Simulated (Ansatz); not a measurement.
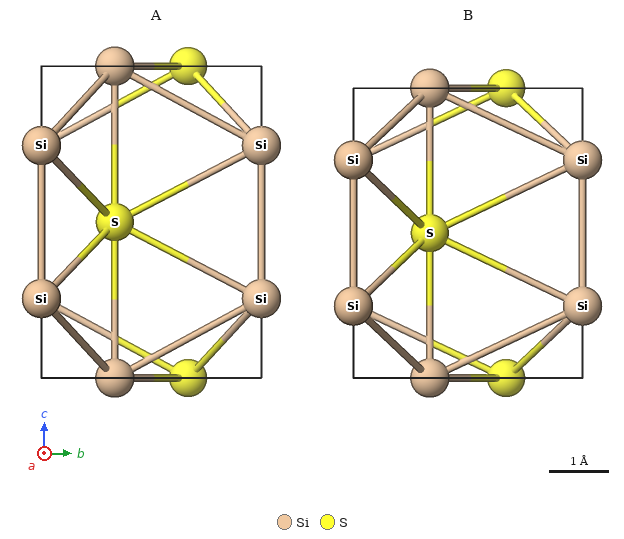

Two geometries of crystalline Si$_{3}$S$_{2}$ (a generated structure, set up in P-6m2), drawn at one scale. One is the start of a relaxation, the other its converged end. The picture is a ball-and-stick view of the cell of the calculation, seen along the a axis.

These are results of DFT PBE, scalar-relativistic, plane waves, PAW in Ansatz 0.2.0, not measurements. (plane-wave cutoff 420 eV; k-point mesh 12 × 12 × 8; occupations gaussian; smearing width 0.1 eV; no spin polarisation; cell and atoms relaxed; force threshold 0.01 eV/Å; at most 80 steps)

### Which of the two is the end point?

Structure B is the relaxed one. The largest moves relative to the cell, 0.032 Å, are those of Si atoms. S stays in place. Cell: a = b 4.348 → 4.527 Å (+4.1 %), c 5.339 → 4.961 Å (−7.1 %). Volume +0.7 %. Some distances before and after: Si–Si 2.719 → 2.462 Å, S–Si 2.669 → 2.481 Å, Si–Si 2.620 → 2.499 Å, S–Si 2.510 → 2.614 Å. The space group stays P-6m2 (No. 187). The energy falls by 0.181 eV per cell of the calculation in 5 accepted moves (6 points after the start). The largest force component goes from 0.25 to 0.0004 eV/Å. Pressure: 0.32 GPa at the start and 0.01 GPa at the end. The SCF was repeated once at an unchanged geometry on a basis and grid sized afresh for the cell, which shifted the energy by 0.6 meV per cell of the calculation at most. Cost: 4.9 min on 1 thread of AMD EPYC (Zen 3), with other jobs on the host, peak memory 0.44 GiB.
